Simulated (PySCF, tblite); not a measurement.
# C₅H₁₀BN: geometry, infrared bands and NMR shifts

What infrared bands and NMR shifts should C₅H₁₀BN (`CB(C)[C@@H](C)C#N`) show?

The runs use tblite 0.8.0 and PySCF 2.14.0, with density-fitted response routines of our own; the level of theory stands in each step. All values are computed, except where a source is named. Atoms are numbered from 0 throughout.

### Step 1. The starting structure

17 atoms, charge 0, multiplicity 1; geometry from: force field or distance geometry start.

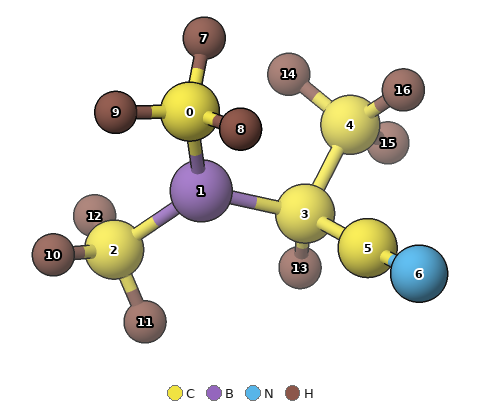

The starting geometry (carbon yellow, boron purple, nitrogen blue, hydrogen brown), atoms numbered.

### Step 2. Relaxing the molecule with GFN2-xTB

The job: settings as JSON, then the geometry in Å.

```
{"job": {"kind": "relax", "xc": "GFN2-xTB", "basis": "xTB"}, "charge": 0, "multiplicity": 1}
C     -1.100600     1.371800     0.237900
B     -0.644000    -0.113900     0.107000
C     -1.619700    -1.347300    -0.135200
C      0.901600    -0.467200     0.141300
C      1.643400     0.271000    -0.917700
C      1.448500    -0.052900     1.433900
N      1.907600     0.296600     2.447900
H     -0.807100     1.955600    -0.667000
H     -0.648100     1.793600     1.163200
H     -2.214000     1.464500     0.392100
H     -2.620200    -1.126600     0.280700
H     -1.129200    -2.212600     0.369800
H     -1.629400    -1.586800    -1.199700
H      1.066000    -1.560200    -0.048600
H      0.883900     0.527300    -1.710200
H      2.394500    -0.384700    -1.363600
H      2.159700     1.183800    -0.541800
```

Launch:

```sh
$ OMP_NUM_THREADS=1 python probes_run.py task.json out
```

This one command runs all jobs of the session in turn.

Output:

```text
step      E/eV     max force
  0    -541.21210    2.714
  1    -541.27676    7.396
  2    -541.42880    2.100
  3    -541.50326    0.712
  4    -541.53737    0.369
  5    -541.56727    0.517
  6    -541.57968    0.317
  7    -541.59169    0.252
  8    -541.60105    0.342
  9    -541.60678    0.229
 10    -541.61015    0.131
 11    -541.61333    0.157
 12    -541.61636    0.205
 13    -541.61863    0.165
 14    -541.62020    0.096
 15    -541.62173    0.089
 16    -541.62360    0.164
 17    -541.62560    0.177
 18    -541.62724    0.114
 19    -541.62854    0.075
 20    -541.62985    0.123
 21    -541.63129    0.152
 22    -541.63284    0.125
 23    -541.63446    0.112
 24    -541.63642    0.125
 25    -541.63924    0.171
 26    -541.64298    0.247
 27    -541.64671    0.233
 28    -541.65048    0.138
 29    -541.65396    0.198
 30    -541.65704    0.223
 31    -541.65948    0.196
 32    -541.66218    0.149
 33    -541.66496    0.134
 34    -541.66767    0.157
 35    -541.67047    0.195
 36    -541.67319    0.160
 37    -541.67568    0.155
 38    -541.67738    0.221
 39    -541.68005    0.187
 40    -541.68195    0.127
 41    -541.68352    0.107
 42    -541.68466    0.105
 43    -541.68695    0.119
 44    -541.68914    0.085
 45    -541.69030    0.051
 46    -541.69066    0.043
 47    -541.69087    0.056
 48    -541.69112    0.043
 49    -541.69146    0.030
 50    -541.69181    0.036
 51    -541.69195    0.034
 52    -541.69210    0.030
 53    -541.69224    0.025
 54    -541.69238    0.024
 55    -541.69249    0.022
 56    -541.69256    0.018
 57    -541.69261    0.016
 58    -541.69267    0.019
 59    -541.69273    0.021
 60    -541.69278    0.016
 61    -541.69282    0.013
 62    -541.69285    0.013
 63    -541.69289    0.013
 64    -541.69293    0.012
 65    -541.69296    0.012
 66    -541.69298    0.014
 67    -541.69301    0.012
 68    -541.69304    0.015
 69    -541.69309    0.017
 70    -541.69313    0.019
 71    -541.69316    0.019
 72    -541.69321    0.016
 73    -541.69325    0.013
 74    -541.69330    0.017
 75    -541.69335    0.020
 76    -541.69340    0.021
 77    -541.69348    0.020
 78    -541.69359    0.021
 79    -541.69369    0.018
 80    -541.69375    0.019
 81    -541.69381    0.022
 82    -541.69389    0.024
 83    -541.69407    0.031
 84    -541.69441    0.045
 85    -541.69490    0.066
 86    -541.69541    0.066
 87    -541.69602    0.065
 88    -541.69666    0.125
 89    -541.69703    0.108
 90    -541.69780    0.048
 91    -541.69832    0.115
 92    -541.69878    0.038
 93    -541.69906    0.060
 94    -541.69946    0.110
 95    -541.69966    0.072
 96    -541.69978    0.035
 97    -541.69993    0.029
 98    -541.70013    0.036
 99    -541.70048    0.082
100    -541.70071    0.113
101    -541.70124    0.124
102    -541.70200    0.163
103    -541.70295    0.070
104    -541.70374    0.218
105    -541.70461    0.105
106    -541.70529    0.172
107    -541.70566    0.126
108    -541.70598    0.057
109    -541.70613    0.027
110    -541.70617    0.016
111    -541.70621    0.022
112    -541.70628    0.029
113    -541.70635    0.023
114    -541.70640    0.020
115    -541.70644    0.024
116    -541.70649    0.031
117    -541.70653    0.026
118    -541.70657    0.017
119    -541.70660    0.017
120    -541.70665    0.022
121    -541.70673    0.047
122    -541.70685    0.051
123    -541.70697    0.060
124    -541.70706    0.025
125    -541.70712    0.025
126    -541.70717    0.017
127    -541.70721    0.023
128    -541.70723    0.010
129    -541.70724    0.007
```

Run time: 0.8 s. Hardware: 1 thread of Intel Xeon Platinum 8375C at 2.90GHz, shared host.

Step by step: (not every step is listed)

| step | energy from step 0 (eV) | largest force (eV/Å) |
| --- | --- | --- |
| 0 | 0.0000 | 2.7144 |
| 1 | -0.0647 | 7.3962 |
| 2 | -0.2167 | 2.1000 |
| 3 | -0.2912 | 0.7116 |
| 4 | -0.3253 | 0.3686 |
| 5 | -0.3552 | 0.5166 |
| 6 | -0.3676 | 0.3171 |
| 7 | -0.3796 | 0.2517 |
| 8 | -0.3890 | 0.3424 |
| 19 | -0.4164 | 0.0750 |
| 30 | -0.4449 | 0.2227 |
| 41 | -0.4714 | 0.1073 |
| 52 | -0.4800 | 0.0305 |
| 63 | -0.4808 | 0.0130 |
| 74 | -0.4812 | 0.0166 |
| 85 | -0.4828 | 0.0659 |
| 96 | -0.4877 | 0.0351 |
| 107 | -0.4936 | 0.1258 |
| 118 | -0.4945 | 0.0172 |
| 124 | -0.4950 | 0.0252 |
| 125 | -0.4950 | 0.0251 |
| 126 | -0.4951 | 0.0171 |
| 127 | -0.4951 | 0.0232 |
| 128 | -0.4951 | 0.0100 |
| 129 | -0.4951 | 0.0073 |

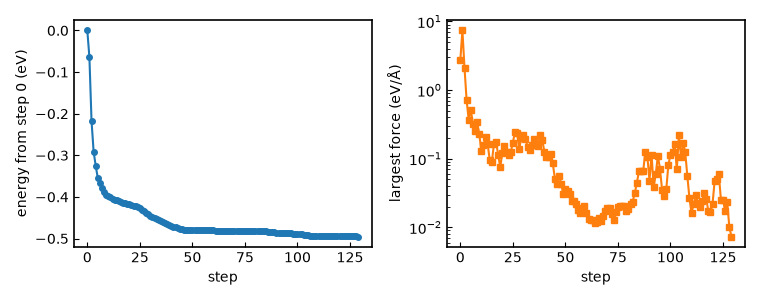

Energy and largest force along the relaxation.

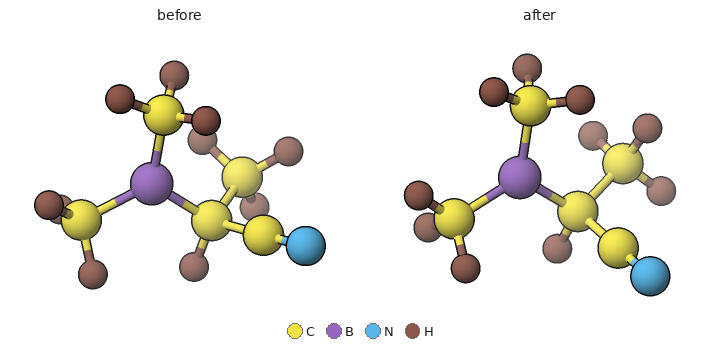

The geometry before (left) and after (right).

Close pairs (by a distance rule), those that changed most:

| bond | before (Å) | after (Å) | change (Å) |
| --- | --- | --- | --- |
| C3–C4 | 1.489 | 1.537 | +0.048 |
| C0–H9 | 1.128 | 1.087 | -0.041 |
| C4–H14 | 1.127 | 1.088 | -0.039 |
| C4–H16 | 1.114 | 1.087 | -0.027 |
| C0–H7 | 1.116 | 1.091 | -0.025 |
| C2–H11 | 1.116 | 1.090 | -0.025 |
| C3–H13 | 1.121 | 1.097 | -0.024 |
| C0–H8 | 1.113 | 1.089 | -0.024 |

The end geometry stands in the next job.

### Step 3. Infrared spectrum with GFN2-xTB

The job: settings as JSON, then the geometry in Å.

```
{"job": {"kind": "ir", "xc": "GFN2-xTB", "basis": "xTB"}, "charge": 0, "multiplicity": 1}
C     -1.111888     1.380138     0.063116
B     -0.657141    -0.122997     0.048062
C     -1.669350    -1.319940     0.171806
C      0.904085    -0.481292    -0.080928
C      1.765665     0.518927    -0.868071
C      1.390916    -0.556585     1.273883
N      1.773195    -0.600061     2.351932
H     -1.028330     1.804146    -0.938454
H     -0.475450     1.994066     0.698850
H     -2.140789     1.522955     0.383720
H     -2.697032    -1.018184     0.356432
H     -1.372587    -1.997509     0.972728
H     -1.664701    -1.923501    -0.736718
H      1.043977    -1.481047    -0.510418
H      1.409676     0.582007    -1.894016
H      2.807447     0.202506    -0.880929
H      1.715309     1.508402    -0.420906
```

Output:

```text
mode    cm-1     km/mol
  1     -45.3      1.16
  2      26.3      1.94
  3      73.4      4.65
  4     104.2      3.59
  5     185.6      1.54
  6     199.0      2.52
  7     211.1      0.24
  8     292.0      1.24
  9     344.0      1.93
 10     383.7      1.61
 11     486.8      5.68
 12     544.2      5.50
 13     680.3      2.56
 14     687.4      0.93
 15     828.6      6.82
 16     877.1     42.26
 17     882.1     69.48
 18     921.0     38.73
 19    1005.7     35.97
 20    1070.4     26.54
 21    1073.7     14.46
 22    1134.0    100.06
 23    1170.6    165.41
 24    1196.9    102.76
 25    1276.0     12.77
 26    1381.1     68.42
 27    1389.4      9.17
 28    1408.0      0.62
 29    1475.6      2.75
 30    1482.6      2.72
 31    1485.8      2.10
 32    1490.2      1.50
 33    1498.9      2.80
 34    1504.7      4.53
 35    2393.4    264.58
 36    2912.2     26.03
 37    2991.8      5.18
 38    2994.5     33.28
 39    3011.4     15.62
 40    3019.1     25.60
 41    3023.3     23.79
 42    3034.1     33.34
 43    3041.0      4.26
 44    3045.7     64.33
 45    3049.0     24.26
```

Wall time 0.5 s (1 thread of Intel Xeon Platinum 8375C at 2.90GHz, shared host).

Which atoms move in the most intense modes:

| cm⁻¹ | km/mol | atoms |
| --- | --- | --- |
| 877 | 42.3 | H9 19 %, H10 19 %, H11 17 %, C2 11 % |
| 882 | 69.5 | H8 22 %, B1 16 %, H9 12 %, C0 11 % |
| 1134 | 100.1 | B1 38 %, H13 12 %, C3 12 % |
| 1171 | 165.4 | B1 48 %, C3 19 % |
| 1197 | 102.8 | H13 38 %, C3 23 %, B1 22 % |
| 1381 | 68.4 | H7 20 %, H8 19 %, H11 12 %, H12 12 % |
| 2393 | 264.6 | C5 60 %, N6 39 % |
| 3046 | 64.3 | H10 66 %, H9 25 % |

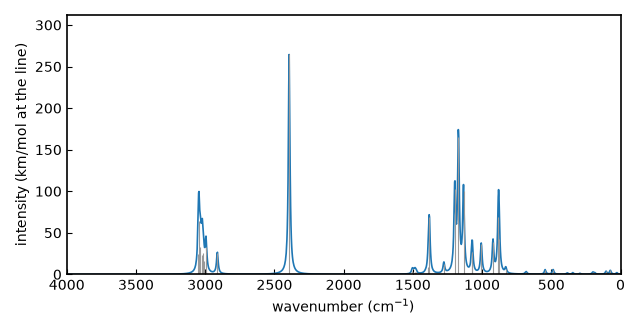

The infrared spectrum from these modes, unscaled. Lines are broadened to a width of 14 cm⁻¹ (Lorentzian).

### Step 4. Shielding tensors: PBE0/pcSseg-1

Settings changed since step 3:

```diff
@@ -1,2 +1,2 @@
-{"job": {"kind": "ir", "xc": "GFN2-xTB", "basis": "xTB"}, "charge": 0, "multiplicity": 1}
+{"job": {"kind": "nmr", "xc": "PBE0", "basis": "pcSseg-1"}, "charge": 0, "multiplicity": 1}
 C     -1.111888     1.380138     0.063116
```

Method: GIAO PBE0/pcSseg-1 NMR shielding, non-relativistic, gas phase.

Output:

```text
coarse grid: 13784 points
cycle   1  E = -275.6539522410  dE =  6.182e-01  |g| = 5.752e-01  |ddm| = 3.548e+00
cycle   2  E = -275.5444747375  dE =  1.095e-01  |g| = 9.245e-01  |ddm| = 1.232e+00
cycle   3  E = -275.7258440646  dE = -1.814e-01  |g| = 2.360e-01  |ddm| = 8.051e-01
cycle   4  E = -275.7382785602  dE = -1.243e-02  |g| = 3.381e-02  |ddm| = 1.785e-01
cycle   5  E = -275.7385269283  dE = -2.484e-04  |g| = 8.410e-03  |ddm| = 3.852e-02
cycle   6  E = -275.7385450528  dE = -1.812e-05  |g| = 1.242e-03  |ddm| = 9.658e-03
cycle   7  E = -275.7385454102  dE = -3.574e-07  |g| = 3.228e-04  |ddm| = 1.572e-03
final grid: 131960 points
cycle   8  E = -275.7757709827  dE = -4.174e-05  |g| = 8.259e-03  |ddm| = 2.949e-02
cycle   9  E = -275.7757695734  dE =  1.409e-06  |g| = 8.639e-03  |ddm| = 1.352e-02
cycle  10  E = -275.7757883005  dE = -1.873e-05  |g| = 6.414e-04  |ddm| = 6.867e-03
cycle  11  E = -275.7757883668  dE = -6.635e-08  |g| = 3.809e-04  |ddm| = 7.875e-04
cycle  12  E = -275.7757883952  dE = -2.834e-08  |g| = 1.063e-04  |ddm| = 2.992e-04
cycle  13  E = -275.7757883977  dE = -2.569e-09  |g| = 1.565e-05  |ddm| = 8.773e-05
cycle  14  E = -275.7757883978  dE = -5.627e-11  |g| = 3.654e-06  |ddm| = 1.770e-05
converged SCF energy = -275.7757883978

GIAO shielding tensors (ppm)
atom      isotropic    diamagn.    paramagn.     s11        s22        s33       span
  0 C      173.906     253.497     -79.591    154.581    179.482    187.655     33.075
  1 B       13.191     187.708    -174.516    -61.902    -14.167    115.643    177.545
  2 C      170.304     252.899     -82.595    150.760    172.721    187.432     36.671
  3 C      165.079     252.273     -87.194    148.822    167.214    179.203     30.381
  4 C      170.559     245.839     -75.280    160.689    165.189    185.799     25.110
  5 C       62.774     262.160    -199.386    -59.569    -44.963    292.855    352.424
  6 N      -31.294     341.434    -372.728   -198.575   -191.631    296.325    494.900
  7 H       31.021      30.864       0.157     26.283     30.276     36.504     10.221
  8 H       30.408      31.728      -1.320     26.094     30.286     34.844      8.750
  9 H       30.363      30.923      -0.560     26.483     28.994     35.612      9.129
 10 H       30.416      30.688      -0.272     26.445     29.286     35.516      9.071
 11 H       30.349      30.680      -0.332     26.453     29.654     34.939      8.486
 12 H       30.952      30.372       0.580     26.877     29.509     36.470      9.592
 13 H       29.250      31.717      -2.467     25.402     28.330     34.017      8.614
 14 H       30.831      30.220       0.611     26.744     28.078     37.670     10.925
 15 H       30.087      28.437       1.650     25.428     28.140     36.691     11.263
 16 H       30.123      30.427      -0.305     26.218     29.445     34.705      8.487
```

It took 22 s on 1 thread of Intel Xeon Platinum 8375C at 2.90GHz, shared host; peak memory 0.76 GiB.

Shifts follow as δ = σ(reference) − σ, with reference shieldings (ppm) from runs at the same level and on the same kind of geometry: ¹H TMS 31.72, ¹³C TMS 186.9, ¹⁵N NH3 267.7, ¹¹B BF3·OEt2 100.1. The references are single molecules in the gas phase, so shifts against H2O, NH3, PH3, H3PO4 or CFCl3 are not on the usual liquid scales and can be off by tens of ppm. Atoms listed in one row are averaged.

| atoms | environment | σ (ppm) | δ (ppm) | δ scaled to CDCl3 |
| --- | --- | --- | --- | --- |
| C5 | nitrile carbon | 62.8 | 124.2 | 119.3 |
| C3 | sp3 CH bonded to B, α to a nitrile | 165.1 | 21.8 | 19.4 |
| C4 | methyl carbon | 170.6 | 16.4 | 14.1 |
| C0, C2 | methyl carbon bonded to B | 172.1 | 14.8 | 12.5 |
| H13 | hydrogen on an sp3 CH bonded to B, α to a nitrile | 29.25 | 2.47 | 2.43 |
| H14, H15, H16 | hydrogen on a methyl carbon | 30.35 | 1.37 | 1.40 |
| H7, H8, H9, H10, H11, H12 | hydrogen on a methyl carbon bonded to B | 30.58 | 1.13 | 1.17 |
| B1 | boron bonded to 3 C | 13.2 | 86.9 | – |
| N6 | nitrile nitrogen | -31.3 | 299.0 | – |

The scaled column applies a straight-line fit of computed shieldings to shifts measured in CDCl3 (root-mean-square error 0.16 ppm for H, 1.9 ppm for C).

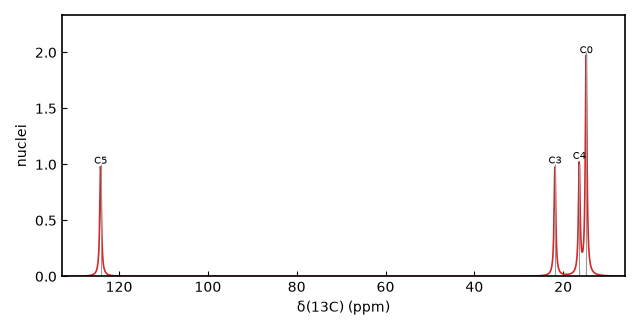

¹³C lines at the computed shifts, without couplings. Lines are broadened to a width of 0.44 ppm (Lorentzian).

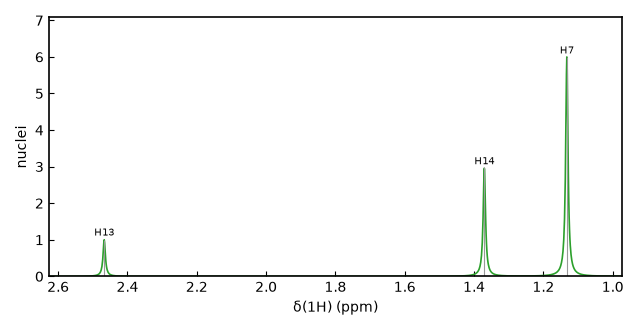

¹H lines at the computed shifts, without couplings. Lines are broadened to a width of 0.01 ppm (Lorentzian).

The run also stored atomic charges by several schemes (e):

| atoms | Mulliken | IAO | Hirshfeld | ESP fit |
| --- | --- | --- | --- | --- |
| C0, C2 | -0.51 | -0.58 | -0.19 | -0.67 |
| B1 | 0.51 | 0.37 | 0.23 | 0.63 |
| C3 | -0.50 | -0.28 | -0.07 | 0.02 |
| C4 | -0.20 | -0.40 | -0.11 | -0.36 |
| C5 | 0.07 | 0.15 | 0.09 | 0.29 |
| N6 | -0.25 | -0.27 | -0.24 | -0.48 |

Hirshfeld charges:

C0 -0.19; B1 0.23; C2 -0.19; C3 -0.07; C4 -0.11; C5 0.09; N6 -0.24; H7 0.05; H8 0.05; H9 0.04; H10 0.04; H11 0.05; H12 0.05; H13 0.06; H14 0.05; H15 0.05; H16 0.05

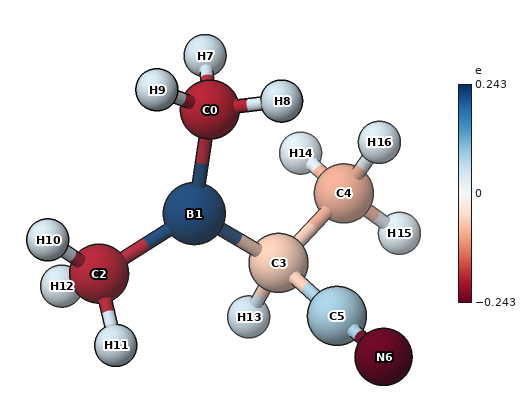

Hirshfeld charges, as colours on the atoms.

Mayer bond orders: C0–B1 1.08, B1–C2 1.08, B1–C3 0.83, C3–C4 1.04, C3–C5 1.01, C5–N6 3.04.

### Step 5. What came out

| quantity | value |
| --- | --- |
| strongest single infrared mode (GFN2-xTB) | 2393 cm⁻¹, 265 km/mol |
| zero-point energy (GFN2-xTB) | 87.6 kcal/mol |
| ¹³C shifts against TMS (PBE0/pcSseg-1, means over atoms taken as alike) | 124.2, 21.8, 16.4, 14.8 ppm |
| ¹H shifts against TMS (PBE0/pcSseg-1, means over atoms taken as alike) | 2.47, 1.37, 1.13 ppm |
| ¹¹B shifts against BF3·OEt2 (PBE0/pcSseg-1) | 86.9 ppm |
| ¹⁵N shifts against NH3 (PBE0/pcSseg-1) | 299.0 ppm |

In words: The optimisation took 129 steps and gained 0.495 eV; among the close pairs (by a distance rule), C3–C4 changed most, from 1.489 to 1.537 Å. The lowest mode is imaginary (45i cm⁻¹), so the xTB geometry is not a minimum. The strongest single mode, at 2393 cm⁻¹, moves mainly C5 and N6. GFN2-xTB is a fitted tight-binding method: band positions and strengths are rough. Its intensities can rank the bands wrongly. The most deshielded carbon is C5 (nitrile carbon), at 124.2 ppm: this is the usual window of a C≡N carbon, which has no attached hydrogen. At PBE0/pcSseg-1: The largest span, 495 ppm, is at N6, where the paramagnetic term is -373 ppm.
